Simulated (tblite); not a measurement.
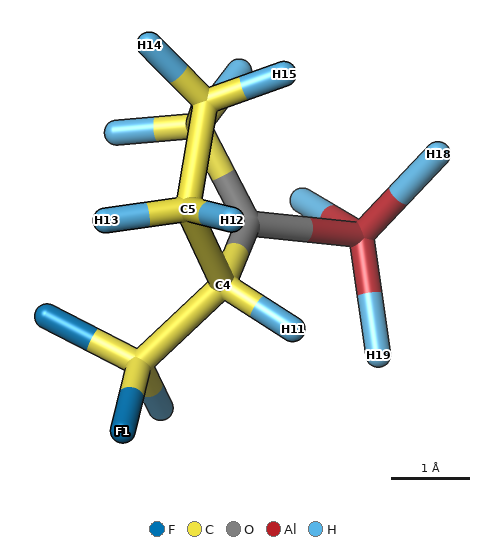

**Figure 1.** The structure as given in the input (stick view, seen at a tilt; atoms are numbered from 1 in the order of the input). Sticks mark near contacts. Bond lengths as drawn: Al–H 1.57 to 1.58 Å, Al–O 1.86 Å, C–C 1.52 to 1.54 Å, C–F 1.35 Å, C–H 1.09 to 1.10 Å and C–O 1.42 Å.

# Frequency calculation of C$_{5}$H$_{11}$AlF$_{2}$O

System: C$_{5}$H$_{11}$AlF$_{2}$O.
Method: GFN2-xTB harmonic vibrations, gas phase (tblite 0.8.0).

**The program's output**
```
mode    cm-1     km/mol
  1      35.1      4.48
  2      48.7      4.81
  3      62.6      5.08
  4      85.5      0.59
  5     149.6      0.66
  6     179.0      1.85
  7     244.1      4.82
  8     264.6      0.61
  9     307.5      6.20
 10     411.2      1.13
 11     475.3      8.70
 12     499.6     17.65
 13     521.7     31.15
 14     599.6      0.72
 15     640.1     18.97
 16     714.5      0.38
 17     770.1    251.71
 18     777.6    261.72
 19     787.4    806.75
 20     861.2      9.27
 21     874.7     16.08
 22     917.8     15.34
 23     959.0     38.00
 24     986.7      5.70
 25     999.3     39.07
 26    1052.3    120.15
 27    1074.2     30.71
 28    1095.9     59.12
 29    1103.1      8.60
 30    1121.4     56.57
 31    1168.0      9.19
 32    1172.5     13.97
 33    1197.3      2.23
 34    1235.0     17.41
 35    1249.3      3.33
 36    1266.0      8.38
 37    1279.0     20.99
 38    1289.9      3.34
 39    1308.8      3.52
 40    1313.3      0.87
 41    1454.6      1.85
 42    1465.5      3.93
 43    1482.9      6.20
 44    1622.3    342.44
 45    1632.9    299.31
 46    1665.2    243.76
 47    2907.8     15.63
 48    2943.7     13.92
 49    2952.0      5.93
 50    2989.7      6.40
 51    3001.6      1.71
 52    3012.1     21.69
 53    3039.3     11.21
 54    3043.0     13.52
```

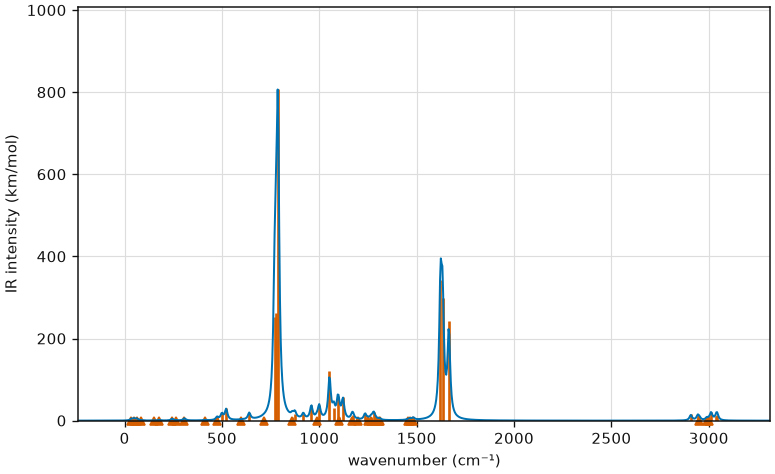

**Figure 2.** Harmonic infrared spectrum, unscaled: sticks (degenerate modes added up, dark ones marked on the axis) with a Lorentzian envelope of 16 cm⁻¹ full width, scaled to the tallest stick. 54 modes from 35 to 3043 cm⁻¹, none imaginary. The strongest line is at 787 cm⁻¹ (807 km/mol).

The run was set up as follows.

**The input**
```
{"job": {"kind": "ir", "xc": "GFN2-xTB", "basis": "xTB"}, "charge": 0, "multiplicity": 1}
F     -1.699653    -2.622841    -0.318571
C     -0.745923    -1.781149    -0.772864
F     -1.268620    -1.171279    -1.862956
C     -0.384672    -0.759686     0.315044
C     -1.519605     0.238634     0.605831
C     -0.857837     1.606405     0.401903
C      0.258264     1.270406    -0.575539
O      0.725164     0.007964    -0.115621
Al     2.523687    -0.169973     0.341690
H      0.128097    -2.367962    -1.092548
H     -0.069977    -1.330900     1.193882
H     -1.914523     0.115120     1.611322
H     -2.334863     0.097151    -0.104555
H     -1.547660     2.351145     0.013569
H     -0.428446     1.965284     1.337591
H     -0.113144     1.178093    -1.601566
H      1.107279     1.954454    -0.546231
H      2.615177     0.881290     1.516790
H      2.405498    -1.705607     0.701221
H      3.116606     0.254127    -1.051425
```

The first line tells a small driver script what to run in tblite; the rest is the geometry in Å.

Launched with:
```bash
OMP_NUM_THREADS=1 python <driver script> task.json out
```

**Results in brief**

- outcome: converged
- total energy: −842.7368 eV
- zero-point energy: 91.9370 kcal/mol
- hardware: 1 CPU thread, shared host
- wall time: 0.86 s
- peak memory: 0.18 GiB
